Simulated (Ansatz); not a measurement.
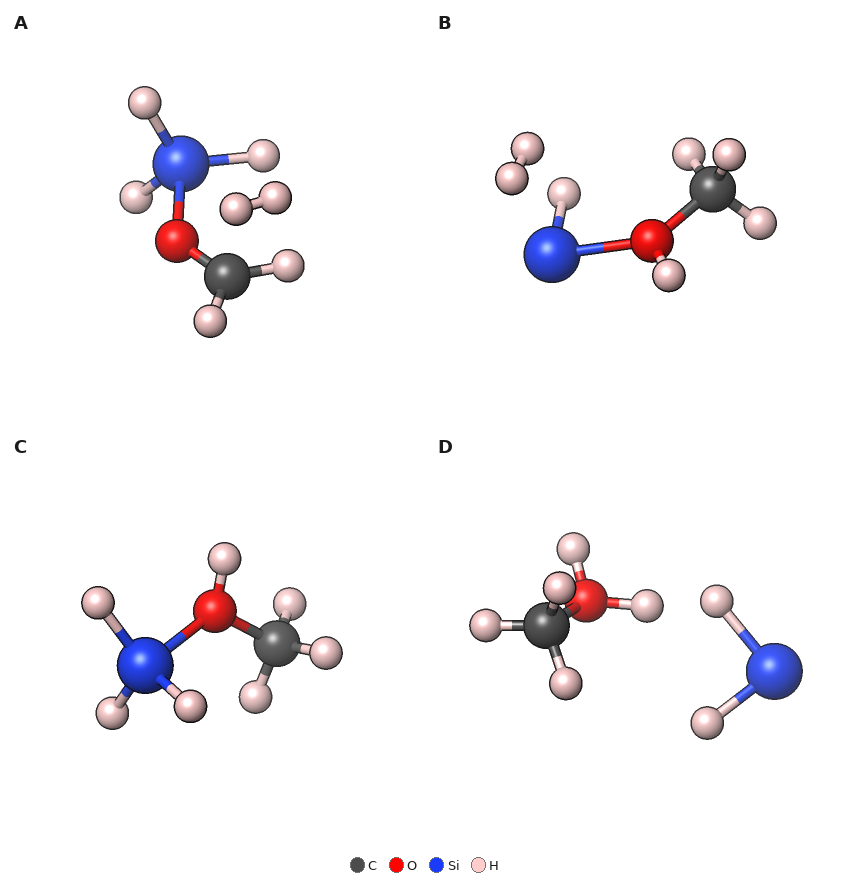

4 stationary structures of one formula. State: charge +1, singlet. Geometries: PBE-D4/def2-SVP. Electronic energies: PBE-D4/def2-SVP (Ansatz 0.2.0), without zero-point energy. No frequency run is at hand to confirm each as a minimum. Each is one conformer, not always the lowest.

**Which is lowest in energy, and by how much?**

C is lowest; A lies 1.499 eV above it, B lies 1.702 eV above it, D lies 2.693 eV above it.
